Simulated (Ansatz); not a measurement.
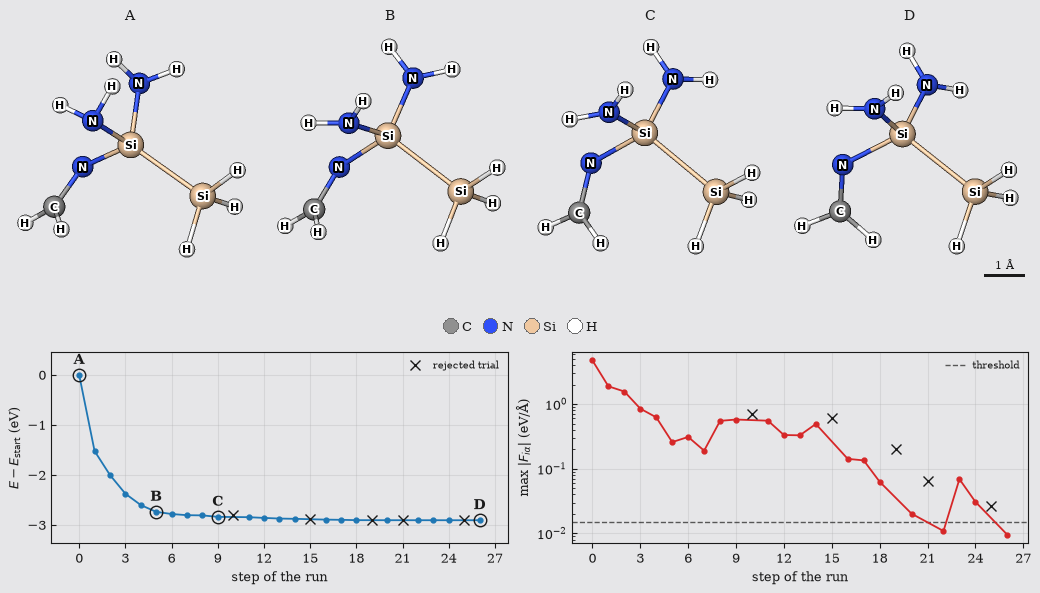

Frames of a relaxation of CH9N3Si2, marked on the history of the run. Style: ball-and-stick. Shown at a tilt.

The run prepares an end point of a later path (inversion) calculation, from a guessed geometry.

The calculation used RKS PBE-D4/6-31G (Ansatz).

The input:
```yaml
crystal:
  periodic: [false, false, false]
  atoms:
    - { symbol: C, position_ang: [0.0173, -1.9242, -1.3179] }
    - { symbol: "N", position_ang: [-0.1437, -1.5445, -0.0919] }
    - { symbol: Si, position_ang: [0.0873, 0.1109, 0.2904] }
    - { symbol: "N", position_ang: [0.2942, -0.0522, 1.9737] }
    - { symbol: "N", position_ang: [1.7769, 0.2626, 0.04] }
    - { symbol: Si, position_ang: [-1.3022, 1.734, -0.5395] }
    - { symbol: H, position_ang: [-0.1673, -2.9304, -1.6092] }
    - { symbol: H, position_ang: [0.2628, -1.1763, -2.1663] }
    - { symbol: H, position_ang: [0.18385, 0.9652, 2.37533] }
    - { symbol: H, position_ang: [1.28323, -0.17871, 2.13045] }
    - { symbol: H, position_ang: [2.1757, -0.6231, 0.3346] }
    - { symbol: H, position_ang: [2.1221, 0.9192, 0.7939] }
    - { symbol: H, position_ang: [-1.3785, 1.6984, -2.0442] }
    - { symbol: H, position_ang: [-2.7204, 1.5058, -0.0389] }
    - { symbol: H, position_ang: [-0.8948, 3.074, -0.1169] }
basis:
  gaussian: { orbitals: "6-31G" }
hamiltonian:
  xc: pbe
  dispersion: d4
relax:
  f_tol: 0.015
  max_steps: 40
output:
  orbitals: {}
```

Run as
```bash
ansatz run input.yaml --threads 1 --pin off --max-ram 2048MiB --backend cpu --events-out ev --progress --plain --runs-dir out
```

> What happens along the run?

After 21 accepted moves (26 points after the start) the energy has fallen by 2.903 eV. The largest force component goes from 4.7 to 0.0095 eV/Å. The line search rejected the trial steps at points 10, 15, 19, 21, 25 of the run. The forces were under the threshold at step 22, but the run went on from there. The largest move after the best rigid fit is that of H8, 1.56 Å. Largest moves by element: H 1.56 Å, N 0.79 Å, Si 0.42 Å, C 0.31 Å. Some distances before and after: N2–Si3 1.715 → 1.841 Å, Si3–Si6 2.292 → 2.384 Å, N4–H9 1.099 → 1.016 Å, Si3–N4 1.704 → 1.766 Å. Among the angles between lasting bonds that change: N4–Si3–N5 91.9° → 113.6°, Si3–N5–H12 105.8° → 124.3°, Si3–N4–H9 105.1° → 122.7°. Groups turn about N2–Si3 by about 80°. The run took 2.4 min on 1 thread of Arm Neoverse V2 (shared host), peak memory 0.14 GiB. From step 0 to 5: H10 moves most (0.93 Å), energy −2.736 eV. From step 5 to 9: H8 moves most (0.77 Å), energy −0.100 eV. From step 9 to 26: H8 moves most (0.89 Å), energy −0.068 eV.

| step | E − E(0), eV | largest force component, eV/Å | note |
| --- | --- | --- | --- |
| 0 | 0.0000 | 4.7321 |  |
| 1 | -1.5210 | 1.8854 |  |
| 2 | -1.9995 | 1.5652 |  |
| 3 | -2.3730 | 0.8505 |  |
| 4 | -2.5999 | 0.6238 |  |
| 5 | -2.7356 | 0.2583 |  |
| 6 | -2.7788 | 0.3103 |  |
| 7 | -2.8025 | 0.1904 |  |
| 8 | -2.8064 | 0.5503 |  |
| 9 | -2.8358 | 0.5773 |  |
| 10 | -2.8031 | 0.6909 | rejected |
| 11 | -2.8425 | 0.5536 |  |
| 12 | -2.8568 | 0.3323 |  |
| 13 | -2.8698 | 0.3290 |  |
| 14 | -2.8752 | 0.4928 |  |
| 15 | -2.8715 | 0.6099 | rejected |
| 16 | -2.8912 | 0.1422 |  |
| 17 | -2.8951 | 0.1347 |  |
| 18 | -2.9018 | 0.0629 |  |
| 19 | -2.9001 | 0.2014 | rejected |
| 20 | -2.9029 | 0.0202 |  |
| 21 | -2.9028 | 0.0654 | rejected |
| 22 | -2.9031 | 0.0109 |  |
| 23 | -2.9032 | 0.0691 |  |
| 24 | -2.9033 | 0.0308 |  |
| 25 | -2.9033 | 0.0266 | rejected |
| 26 | -2.9033 | 0.0095 |  |

Limits of the set-up: the basis has no polarisation functions, which atoms past neon need.
